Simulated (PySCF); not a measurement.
# BF (SMILES [B]F) at M06-2X/def2-TZVPPD

Aim: the vertical electron affinity of BF at M06-2X/def2-TZVPPD, from 2 runs. Input form: a Python script.

Program for the calculation: PySCF 2.14.0.

4 further runs of the same task are left out: 4 set aside as unsound or not needed.

## (1) The molecule

BF: 2 atoms, total charge 0, spin state singlet. SMILES: `[B]F`. The shape is that of a PBE0-D4/def2-TZVP optimisation.

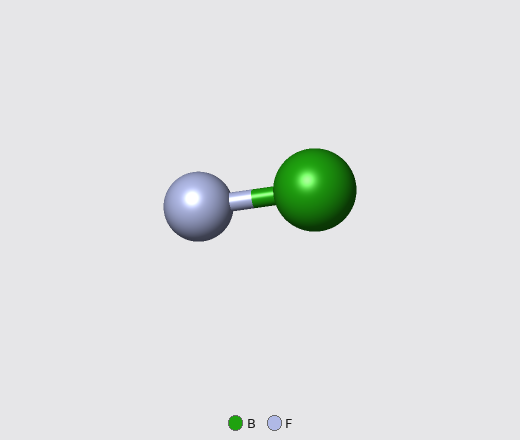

The structure, seen from a chosen angle (boron green, fluorine light blue).

## (2) The energy at M06-2X/def2-TZVPPD

Contents of run.py:

```python
# 13768-60-0
from pyscf import gto, dft

mol = gto.M(
    atom='B 0.000000 -0.000000 -0.009350; F -0.000000 0.000000 1.253740',
    max_memory=1860,
    charge=0,
    basis='def2-tzvppd',
    verbose=4,
)

myscf = dft.RKS(mol)
myscf.xc = 'm06-2x'
myscf.conv_tol = 1e-10
myscf.grids.level = 5
myscf.kernel()
if not myscf.converged:
    myscf = myscf.newton().run(myscf.mo_coeff, myscf.mo_occ)

e_final = myscf.e_tot
print('E(%s) = %.9f' % ('M06-2X', e_final))
```

Command:

```
$ OMP_NUM_THREADS=1 python run.py
```

The program printed:

```text
PySCF version 2.14.0

[INPUT] num. atoms = 2
[INPUT] num. electrons = 14
[INPUT] charge = 0
[INPUT] spin (= nelec alpha-beta = 2S) = 0
[INPUT] symmetry False subgroup None
[INPUT] Mole.unit = angstrom
[INPUT] Symbol           X                Y                Z      unit          X                Y                Z       unit  Magmom
[INPUT]  1 B      0.000000000000   0.000000000000  -0.009350000000 AA    0.000000000000   0.000000000000  -0.017668939265 Bohr   0.0
[INPUT]  2 F      0.000000000000   0.000000000000   1.253740000000 AA    0.000000000000   0.000000000000   2.369225231412 Bohr   0.0

nuclear repulsion = 18.8529514851673
number of shells = 27
number of NR pGTOs = 107
number of NR cGTOs = 77
basis = def2-tzvppd
ecp = {}

******** <class 'pyscf.dft.rks.RKS'> ********
method = RKS
initial guess = minao
damping factor = 0
level_shift factor = 0
DIIS = <class 'pyscf.scf.diis.CDIIS'>
diis_start_cycle = 1
diis_space = 8
diis_damp = 0
SCF conv_tol = 1e-10
SCF conv_tol_grad = None
SCF max_cycles = 50
direct_scf = True
direct_scf_tol = 1e-13
XC library pyscf.dft.libxc version 7.0.0
    S. Lehtola, C. Steigemann, M. J.T. Oliveira, and M. A.L. Marques.,  SoftwareX 7, 1–5 (2018)
XC functionals = m06-2x
    Y. Zhao and D. G. Truhlar.,  Theor. Chem. Acc. 120, 215 (2008)
    Y. Zhao and D. G. Truhlar.,  Theor. Chem. Acc. 120, 215 (2008)
radial grids:
    Treutler-Ahlrichs [JCP 102, 346 (1995); DOI:10.1063/1.469408] (M4) radial grids

becke partition: Becke, JCP 88, 2547 (1988); DOI:10.1063/1.454033
pruning grids: <function nwchem_prune>
grids dens level: 5
symmetrized grids: False
atomic radii adjust function: <function treutler_atomic_radii_adjust>
small_rho_cutoff = 0
Set gradient conv threshold to 1e-05
Initial guess from minao.
tot grids = 87040
init E= -124.761865487511
  HOMO = -0.289099690242686  LUMO = -0.0200290269705279  gap/eV = 7.32179
cycle= 1 E= -124.65248775363  delta_E= 0.109  |g|= 0.369  |ddm|= 0.956
  HOMO = -0.357172320233147  LUMO = -0.0120518385774061  gap/eV = 9.39121
cycle= 2 E= -124.642080464662  delta_E= 0.0104  |g|= 0.492  |ddm|= 0.368
  HOMO = -0.340988204207552  LUMO = -0.00663103642850516  gap/eV = 9.09832
cycle= 3 E= -124.676529633265  delta_E= -0.0344  |g|= 0.0151  |ddm|= 0.185
  HOMO = -0.336176993732188  LUMO = -0.00234734421475235  gap/eV = 9.08397
cycle= 4 E= -124.676589833706  delta_E= -6.02e-05  |g|= 0.00433  |ddm|= 0.0261
  HOMO = -0.337227604507866  LUMO = -0.00324081924913574  gap/eV = 9.08824
cycle= 5 E= -124.676594583312  delta_E= -4.75e-06  |g|= 0.000596  |ddm|= 0.00573
  HOMO = -0.33723449708507  LUMO = -0.00330513153001987  gap/eV = 9.08668
cycle= 6 E= -124.676594687234  delta_E= -1.04e-07  |g|= 0.000132  |ddm|= 0.00132
  HOMO = -0.337253100528784  LUMO = -0.00331581547766634  gap/eV = 9.08690
cycle= 7 E= -124.676594690368  delta_E= -3.13e-09  |g|= 1.03e-05  |ddm|= 0.000157
  HOMO = -0.337251159347133  LUMO = -0.00331471385663595  gap/eV = 9.08687
cycle= 8 E= -124.676594690406  delta_E= -3.76e-11  |g|= 2.77e-06  |ddm|= 1.59e-05
  HOMO = -0.337252061502735  LUMO = -0.00331529977993444  gap/eV = 9.08688
Extra cycle  E= -124.676594690407  delta_E= -1.02e-12  |g|= 2.63e-06  |ddm|= 4.21e-06
converged SCF energy = -124.676594690407
E(M06-2X) = -124.676594690
```

It took 6.9 s on 1 thread of Arm Neoverse V2, shared host; peak memory 0.4 GiB.

## (3) The doublet anion

Contents of start.xyz:

```xyz
2
BF
B      0.000000     0.000000    -0.009350
F      0.000000     0.000000     1.253740
```

Contents of job.py:

```python
from pyscf import gto, dft

molecule = gto.M(
    atom='start.xyz',
    spin=1,
    basis='def2-tzvppd',
    max_memory=1860,
    verbose=3,
    charge=-1,
)

mf = dft.UKS(molecule)
mf.xc = 'm06-2x'
mf.conv_tol = 1e-10
mf.grids.level = 5
mf.kernel()
if not mf.converged:
    mf = mf.newton().run(mf.mo_coeff, mf.mo_occ)

etot = mf.e_tot
print('E(%s) = %.9f' % ('M06-2X', etot))
```

Command:

```
$ OMP_NUM_THREADS=1 python job.py
```

The program printed:

```text
WARN: HOMO -0.0200290269705372 >= LUMO -0.0200290269705204

converged SCF energy = -124.631655307742  <S^2> = 0.75514461  2S+1 = 2.005138
E(M06-2X) = -124.631655308
```

Run time: 18 s. Hardware: 1 thread of Arm Neoverse V2, shared host; peak memory 0.4 GiB.

## (4) Outcome

Level: M06-2X/def2-TZVPPD.

| quantity | value |
| --- | --- |
| singlet BF: total energy | -124.67659 Eh |
| singlet BF: dipole moment | 0.87 D |
| singlet BF: HOMO energy | -9.18 eV |
| singlet BF: LUMO energy | -0.09 eV |
| singlet BF: HOMO–LUMO gap | 9.09 eV |
| doublet anion: total energy | -124.63166 Eh |
| doublet anion: HOMO energy (highest over α and β) | 2.46 eV |
| doublet anion: LUMO energy (lowest over α and β) | 3.96 eV |
| doublet anion: ⟨S²⟩ | 0.755 |
| vertical electron affinity (to the doublet anion) | -1.223 eV |

The anion lies 1.22 eV (28 kcal/mol) above the neutral: the electron isn't bound at this level, and such a value depends on the basis. The HOMO (doublet anion) lies at positive energy, 2.46 eV; only total energies tell whether the electron is bound.
